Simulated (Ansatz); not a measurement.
# GaHBrO (SMILES [OH][Ga][Br]): UPBE/def2-SVPD

Aim: the vertical doublet–quartet gap of GaHBrO at UPBE/def2-SVPD, from 2 runs. 

The calculation is run with Ansatz 0.2.0.

30 further runs of the same task are left out: 30 set aside as unsound or not needed. Runs told in other sessions of the task aren't counted.

## 1. The structure to begin with

The species is GaHBrO (4 atoms), meant as a doublet with charge 0. SMILES: `[OH][Ga][Br]`. The shape is that of a PBE0-D4/def2-TZVP optimisation.

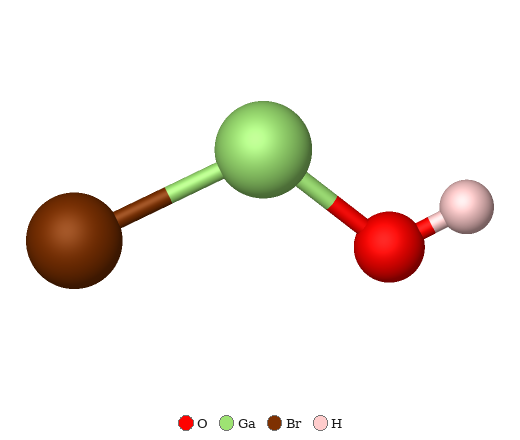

Viewed from a chosen angle; oxygen red, gallium green, bromine brown, hydrogen pink.

## 2. A single-point energy at UPBE/def2-SVPD

Contents of molecule.yaml:

```yaml
basis:
  gaussian: {orbitals: def2-SVPD}
crystal:
  periodic: [false, false, false]
  atoms:
    - {symbol: O, position_ang: [-0.945400, 0.045500, -0.527800]}
    - {symbol: Ga, position_ang: [0.607600, 0.441600, 0.280200]}
    - {symbol: Br, position_ang: [1.823300, -1.358700, 1.075700]}
    - {symbol: H, position_ang: [-1.429900, 0.811300, -0.848400]}
magnetization: {spin_polarized: true, initial_magnetization: 1}
hamiltonian: {xc: pbe}
accuracy: high
output: {orbitals: {seedname: orbitals}}
```

Command:

```
$ ansatz run molecule.yaml --threads 1 --pin off --max-ram 2610MiB --events-out events.jsonl --progress --plain --runs-dir runs
```

Standard output:

```text
Warning: RAYON_NUM_THREADS=1 ignored (pool sized by the plan → 1); use --threads N
Functional definition: PBE
  name "PBE"
  parameter kappa = 0.804
  parameter beta = 0.06672455060314922
  exchange = pbe_x(kappa = kappa, mu = beta*pi^2/3)
  correlation = pbe_c(beta = beta)
1980 factors; integrals over basis functions are off by at most 4.6e-9 eV
mean field evaluation 1: about -124443.3904 eV, gradient 5.0e1 eV
mean field evaluation 2: about -124315.7964 eV, gradient 1.4e2 eV
mean field evaluation 4: about -124450.5597 eV, gradient 2.0e1 eV
mean field evaluation 8: about -124452.1614 eV, gradient 4.9e-1 eV
mean field evaluation 16: about -124452.1602 eV, gradient 2.0e-4 eV
mean field -124452.16021974 eV, -4573.5325313715 hartree, gradient 5.3e-8 eV, S^2 0.751959; 0 other end points of the search recorded, 0 dependent functions left out
reference -124452.16022327 eV, -4573.5325315013 hartree; 38, 37 occupied and 72, 73 virtual orbitals, 1980 factors
Total energy: -124452.16022327 eV, -4573.5325315013 hartree
```

Run time: 14 s. Hardware: 1 thread of Arm Neoverse V1, shared host; peak memory 0.33 GiB.

## 3. The quartet

Contents of job.yaml:

```yaml
crystal:
  periodic: [false, false, false]
  atoms:
    - {symbol: O, position_ang: [-0.945400, 0.045500, -0.527800]}
    - {symbol: Ga, position_ang: [0.607600, 0.441600, 0.280200]}
    - {symbol: Br, position_ang: [1.823300, -1.358700, 1.075700]}
    - {symbol: H, position_ang: [-1.429900, 0.811300, -0.848400]}
basis:
  gaussian:
    orbitals: def2-SVPD
hamiltonian:
  xc: pbe
output: {orbitals: {seedname: orbitals}}
magnetization:
  spin_polarized: true
  initial_magnetization: 3
accuracy: high
```

Command:

```
$ ansatz run job.yaml --threads 1 --pin off --max-ram 2610MiB --events-out events.jsonl --progress --plain --runs-dir runs
```

Standard output, shortened:

```text
Warning: RAYON_NUM_THREADS=1 ignored (pool sized by the plan → 1); use --threads N
[... 2 set-up lines as earlier in the session ...]
[...]
1980 factors; integrals over basis functions are off by at most 4.6e-9 eV
[...]
mean field -124446.89738370 eV, -4573.3391257142 hartree, gradient 2.2e-8 eV, S^2 3.753060; 6 other end points of the search recorded, 0 dependent functions left out
reference -124446.89738736 eV, -4573.3391258488 hartree; 39, 36 occupied and 71, 74 virtual orbitals, 1980 factors
Total energy: -124446.89738736 eV, -4573.3391258488 hartree
```

Wall time 39 s (1 thread of Arm Neoverse V1, shared host); peak memory 0.36 GiB.

## 4. Results

At UPBE/def2-SVPD:

| quantity | value |
| --- | --- |
| doublet: total energy | -4573.53253 Eh |
| doublet: HOMO energy (highest over α and β) | -5.66 eV |
| doublet: LUMO energy (lowest over α and β) | -4.64 eV |
| doublet: ⟨S²⟩ | 0.752 |
| quartet: total energy | -4573.33913 Eh |
| quartet: HOMO energy (highest over α and β) | -2.47 eV |
| quartet: ⟨S²⟩ | 3.753 |
| vertical energy of the quartet above the doublet | 5.263 eV |

In words: At this shape the quartet lies 5.26 eV (508 kJ/mol) above the doublet.
